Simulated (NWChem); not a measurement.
# BH5S (SMILES [BH3-][SH2+]): HF/def2-SVP

What is the vertical ionisation energy of BH5S at HF/def2-SVP? 

The calculation is run with NWChem 7.3.0.

2 further runs of the same task are left out: 2 set aside as unsound or not needed.

## (1) The system as given

BH5S has 7 atoms, charge 0, and is taken as a singlet. SMILES: `[BH3-][SH2+]`. The shape is that of a PBE0-D4/def2-TZVP optimisation.

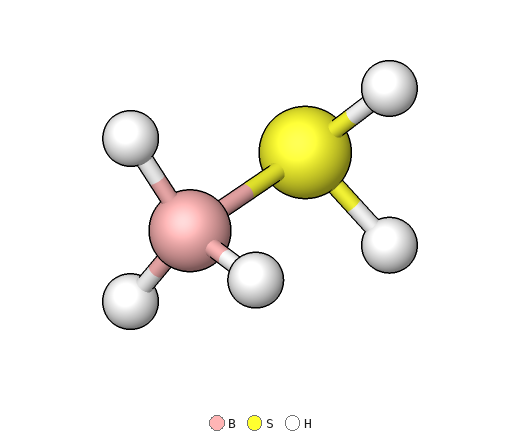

The structure, seen from a chosen angle (boron pink, sulfur yellow, hydrogen white).

## (2) The energy at HF/def2-SVP

The input, bh5s.nw:

```
start bh5s
title "BH5S"
memory 2200 mb
geometry units bohr noautosym nocenter noautoz
  B     -0.99324005    -0.87210861    -0.95298888
  S      1.07449827     1.84739626     0.54972133
  H     -3.06740345     0.06878603    -0.81541682
  H     -0.65082168    -2.73556754     0.30178926
  H     -0.14248535    -0.91103696    -3.06986009
  H      0.54046167     1.70793447     3.03282146
  H      3.35501976     0.76628394     0.86719532
end
basis "ao basis" spherical bse
  B library def2-SVP
  S library def2-SVP
  H library def2-SVP
end
scf
  thresh 1e-08
  maxiter 80
  print low
end
task scf energy
```

Started as:

```bash
$ nwchem bh5s.nw > bh5s.out
```

The program printed:

```text
Northwest Computational Chemistry Package (NWChem) 7.3.0
             --------------------------------------------------------

           Job information
           ---------------

    nwchem branch   = 7.3.0
    use scalapack   = T
    input           = bh5s.nw
    prefix          = bh5s.
    data base       = ./bh5s.db
    status          = startup
    nproc           =        1

           Memory information
           ------------------

    heap     =     72089596 doubles =      550.0 Mbytes
    stack    =     72089601 doubles =      550.0 Mbytes
    global   =    144179200 doubles =     1100.0 Mbytes (distinct from heap & stack)
    total    =    288358397 doubles =     2200.0 Mbytes
    verify   = yes
    hardfail = no

           Directory information
           ---------------------

  0 permanent = .
  0 scratch   = .

                                NWChem Input Module
                                -------------------

                                       BH5S
                                       ----

                             Geometry "geometry" -> ""
                             -------------------------

 Output coordinates in a.u. (scale by  1.000000000 to convert to a.u.)

  No.       Tag          Charge          X              Y              Z
 ---- ---------------- ---------- -------------- -------------- --------------
    1 B                    5.0000    -0.99324005    -0.87210861    -0.95298888
    2 S                   16.0000     1.07449827     1.84739626     0.54972133
    3 H                    1.0000    -3.06740345     0.06878603    -0.81541682
    4 H                    1.0000    -0.65082168    -2.73556754     0.30178926
    5 H                    1.0000    -0.14248535    -0.91103696    -3.06986009
    6 H                    1.0000     0.54046167     1.70793447     3.03282146
    7 H                    1.0000     3.35501976     0.76628394     0.86719532

      Atomic Mass
      -----------

      B                 11.009310
      S                 31.972070
      H                  1.007825

 Effective nuclear repulsion energy (a.u.)      54.7452153780

            Nuclear Dipole moment (a.u.)
            ----------------------------
        X                 Y               Z
 ---------------- ---------------- ----------------
    12.2605430200    24.0941970500     4.3471260100

            XYZ format geometry
            -------------------
     7
 geometry
 B                    -0.52560004    -0.46150004    -0.50430003
 S                     0.56860004     0.97760007     0.29090002
 H                    -1.62320012     0.03640000    -0.43150003
 H                    -0.34440003    -1.44760011     0.15970001
 H                    -0.07540001    -0.48210003    -1.62450012
 H                     0.28600002     0.90380006     1.60490012
 H                     1.77540013     0.40550003     0.45890003

 ==============================================================================
                                internuclear distances
 ------------------------------------------------------------------------------
       center one      |      center two      | atomic units |       a.u.
 ------------------------------------------------------------------------------
    2 S                |   1 B                |     3.73221  |     3.73221
    3 H                |   1 B                |     2.28175  |     2.28175
    4 H                |   1 B                |     2.27249  |     2.27249
    5 H                |   1 B                |     2.28176  |     2.28176
    6 H                |   2 S                |     2.54370  |     2.54370
    7 H                |   2 S                |     2.54369  |     2.54369
 ------------------------------------------------------------------------------
                         number of included internuclear distances:          6
 ==============================================================================

 ==============================================================================
                                 internuclear angles
 ------------------------------------------------------------------------------
        center 1       |       center 2       |       center 3       |  degrees
 ------------------------------------------------------------------------------
    2 S                |   1 B                |   3 H                |   100.30
    2 S                |   1 B                |   4 H                |   106.96
    2 S                |   1 B                |   5 H                |   100.33
    3 H                |   1 B                |   4 H                |   116.22
    3 H                |   1 B                |   5 H                |   113.70
    4 H                |   1 B                |   5 H                |   116.24
    1 B                |   2 S                |   6 H                |   103.70
    1 B                |   2 S                |   7 H                |   103.73
    6 H                |   2 S                |   7 H                |    92.47
 ------------------------------------------------------------------------------
                            number of included internuclear angles:          9
 ==============================================================================

                      Basis "ao basis" -> "" (spherical)
                      -----
  [basis functions not shown]

 Summary of "ao basis" -> "" (spherical)
 ------------------------------------------------------------------------------
       Tag                 Description            Shells   Functions and Types
 ---------------- ------------------------------  ------  ---------------------
 B                          def2-SVP                 6       14   3s2p1d
 S                          def2-SVP                 8       18   4s3p1d
 H                          def2-SVP                 3        5   2s1p

                                 NWChem SCF Module
                                 -----------------

                                       BH5S

  ao basis        = "ao basis"
  functions       =    57
  atoms           =     7
  closed shells   =    13
  open shells     =     0
  charge          =   0.00
  wavefunction    = RHF
  input vectors   = atomic
  output vectors  = ./bh5s.movecs
  use symmetry    = F
  symmetry adapt  = F

 Forming initial guess at       0.0s

 Starting SCF solution at       0.1s

       Final RHF  results
       ------------------

         Total SCF energy =   -424.940013585772
      One-electron energy =   -693.305213329833
      Two-electron energy =    213.619984366035
 Nuclear repulsion energy =     54.745215378026

        Time for solution =      2.4s

 Task  times  cpu:        2.5s     wall:        2.5s
 Total times  cpu:        2.5s     wall:        2.5s
```

It took 3.3 s on 1 thread of AMD EPYC 7R43 (Zen 3), shared host; peak memory 0.094 GiB.

## (3) The doublet cation, same level

The input, bh5s.nw:

```
start bh5s
memory stack 880 mb heap 220 mb global 1100 mb
charge 1

geometry units angstrom noautosym nocenter noautoz
 B    -0.525600   -0.461500   -0.504300
 S     0.568600    0.977600    0.290900
 H    -1.623200    0.036400   -0.431500
 H    -0.344400   -1.447600    0.159700
 H    -0.075400   -0.482100   -1.624500
 H     0.286000    0.903800    1.604900
 H     1.775400    0.405500    0.458900
end

basis spherical bse
 B library def2-SVP
 S library def2-SVP
 H library def2-SVP
end

scf
 doublet
 uhf
 thresh 1e-08
 maxiter 80
 print low
end

task scf energy
```

Started as:

```bash
$ nwchem bh5s.nw > bh5s.out
```

The program printed:

```text
Northwest Computational Chemistry Package (NWChem) 7.3.0
             --------------------------------------------------------

           Job information
           ---------------

    nwchem branch   = 7.3.0
    use scalapack   = T
    input           = bh5s.nw
    prefix          = bh5s.
    data base       = ./bh5s.db
    status          = startup
    nproc           =        1

           Memory information
           ------------------

    heap     =     28835834 doubles =      220.0 Mbytes
    stack    =    115343359 doubles =      880.0 Mbytes
    global   =    144179200 doubles =     1100.0 Mbytes (distinct from heap & stack)
    total    =    288358393 doubles =     2200.0 Mbytes
    verify   = yes
    hardfail = no

           Directory information
           ---------------------

  0 permanent = .
  0 scratch   = .

                                NWChem Input Module
                                -------------------

 Scaling coordinates for geometry "geometry" by  1.889725989
 (inverse scale =  0.529177249)

                             Geometry "geometry" -> ""
                             -------------------------

 Output coordinates in angstroms (scale by  1.889725989 to convert to a.u.)

  No.       Tag          Charge          X              Y              Z
 ---- ---------------- ---------- -------------- -------------- --------------
    1 B                    5.0000    -0.52560000    -0.46150000    -0.50430000
    2 S                   16.0000     0.56860000     0.97760000     0.29090000
    3 H                    1.0000    -1.62320000     0.03640000    -0.43150000
    4 H                    1.0000    -0.34440000    -1.44760000     0.15970000
    5 H                    1.0000    -0.07540000    -0.48210000    -1.62450000
    6 H                    1.0000     0.28600000     0.90380000     1.60490000
    7 H                    1.0000     1.77540000     0.40550000     0.45890000

      Atomic Mass
      -----------

      B                 11.009310
      S                 31.972070
      H                  1.007825

 Effective nuclear repulsion energy (a.u.)      54.7452193269

            Nuclear Dipole moment (a.u.)
            ----------------------------
        X                 Y               Z
 ---------------- ---------------- ----------------
    12.2605422139    24.0941953270     4.3471256641

            XYZ format geometry
            -------------------
     7
 geometry
 B                    -0.52560000    -0.46150000    -0.50430000
 S                     0.56860000     0.97760000     0.29090000
 H                    -1.62320000     0.03640000    -0.43150000
 H                    -0.34440000    -1.44760000     0.15970000
 H                    -0.07540000    -0.48210000    -1.62450000
 H                     0.28600000     0.90380000     1.60490000
 H                     1.77540000     0.40550000     0.45890000

 ==============================================================================
                                internuclear distances
 ------------------------------------------------------------------------------
       center one      |      center two      | atomic units |  angstroms
 ------------------------------------------------------------------------------
    2 S                |   1 B                |     3.73221  |     1.97500
    3 H                |   1 B                |     2.28175  |     1.20745
    4 H                |   1 B                |     2.27249  |     1.20255
    5 H                |   1 B                |     2.28176  |     1.20746
    6 H                |   2 S                |     2.54370  |     1.34607
    7 H                |   2 S                |     2.54369  |     1.34606
 ------------------------------------------------------------------------------
                         number of included internuclear distances:          6
 ==============================================================================

 ==============================================================================
                                 internuclear angles
 ------------------------------------------------------------------------------
        center 1       |       center 2       |       center 3       |  degrees
 ------------------------------------------------------------------------------
    2 S                |   1 B                |   3 H                |   100.30
    2 S                |   1 B                |   4 H                |   106.96
    2 S                |   1 B                |   5 H                |   100.33
    3 H                |   1 B                |   4 H                |   116.22
    3 H                |   1 B                |   5 H                |   113.70
    4 H                |   1 B                |   5 H                |   116.24
    1 B                |   2 S                |   6 H                |   103.70
    1 B                |   2 S                |   7 H                |   103.73
    6 H                |   2 S                |   7 H                |    92.47
 ------------------------------------------------------------------------------
                            number of included internuclear angles:          9
 ==============================================================================

                      Basis "ao basis" -> "" (spherical)
                      -----
  [basis functions not shown]

 Summary of "ao basis" -> "" (spherical)
 ------------------------------------------------------------------------------
       Tag                 Description            Shells   Functions and Types
 ---------------- ------------------------------  ------  ---------------------
 B                          def2-SVP                 6       14   3s2p1d
 S                          def2-SVP                 8       18   4s3p1d
 H                          def2-SVP                 3        5   2s1p

                                 NWChem SCF Module
                                 -----------------

  ao basis        = "ao basis"
  functions       =    57
  atoms           =     7
  alpha electrons =    13
  beta  electrons =    12
  charge          =   1.00
  wavefunction    = UHF
  input vectors   = atomic
  output vectors  = ./bh5s.movecs
  use symmetry    = F
  symmetry adapt  = F

 Forming initial guess at       0.0s

 Starting SCF solution at       0.1s

  ga_iter_lsolve: convergence stagnant ... aborting solve

       Final UHF  results
       ------------------

         Total SCF energy =   -424.558506164444
      One electron energy =   -686.666373172645
      Two electron energy =    207.362647681281
 Nuclear repulsion energy =     54.745219326920

                       Sz =      0.5000
                 Sz(Sz+1) =      0.7500
                      S^2 =      0.7628

        Time for solution =      7.8s

 Task  times  cpu:        7.9s     wall:        7.9s
 Total times  cpu:        7.9s     wall:        7.9s
```

It took 8.7 s on 1 thread of AMD EPYC 7R43 (Zen 3), shared host; peak memory 0.096 GiB.

## (4) Summary of results

Level: HF/def2-SVP.

```
                                          quantity          value
                        singlet BH5S: total energy  -424.94001 Eh
                      doublet cation: total energy  -424.55851 Eh
                              doublet cation: ⟨S²⟩          0.763
vertical ionisation energy (to the doublet cation)      10.381 eV
```

**Reading.** The vertical ionisation energy comes to 10.38 eV (239 kcal/mol).
